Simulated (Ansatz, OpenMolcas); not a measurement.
**A ladder of methods for AlSiH4O (SMILES [AlH][O][SiH3])**

The species is AlSiH4O (7 atoms), meant as a doublet with charge 0. As SMILES, `[AlH][O][SiH3]`. Geometry: relaxed at PBE0-D4/def2-TZVP. This is one conformer, not always the lowest.

Each level gives the vertical ionisation energy (to the singlet cation) (eV). The values are calculated.

| level | kind | program | value (eV) | CPU time (all runs) |
| --- | --- | --- | --- | --- |
| USVWN5/aug-cc-pVDZ | LDA | OpenMolcas | 7.77 | 64 s |
| U-revPBE/aug-cc-pVDZ | GGA | Ansatz | 7.81 | 31 s |
| UTPSS/aug-cc-pVDZ | meta-GGA | OpenMolcas | 7.91 | 2.1 min |
| UM06-2X/aug-cc-pVDZ | hybrid meta-GGA | OpenMolcas | 8.01 | 2.2 min |
| UPBE0/aug-cc-pVDZ | global hybrid | Ansatz | 7.99 | 34 s |
| UB2PLYP/aug-cc-pVDZ | double hybrid | Ansatz | 7.85 | 48 s |
| RPA@PBE0/aug-cc-pVDZ | RPA | Ansatz | 8.07 | 53 s |
| UMP2/aug-cc-pVDZ | perturbation theory | Ansatz | 7.80 | 14 s |
| UCCSD/aug-cc-pVDZ | coupled cluster or CI | Ansatz | 7.84 | 95 s |

The values span 7.77 to 8.07 eV. The second state's dipole differs much between rows, so they may not all be the same state. CPU times are rough (shared hosts, several kinds of processor and program).

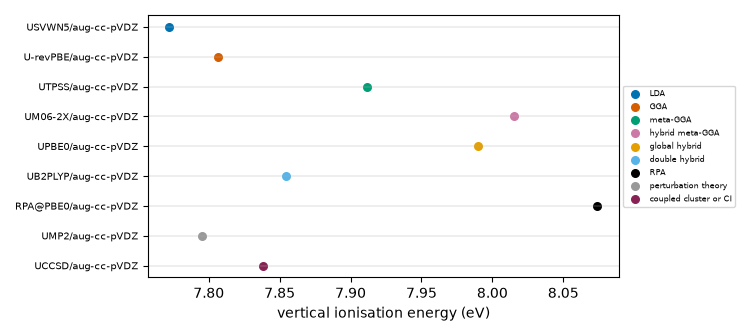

The values of the table, level by level.
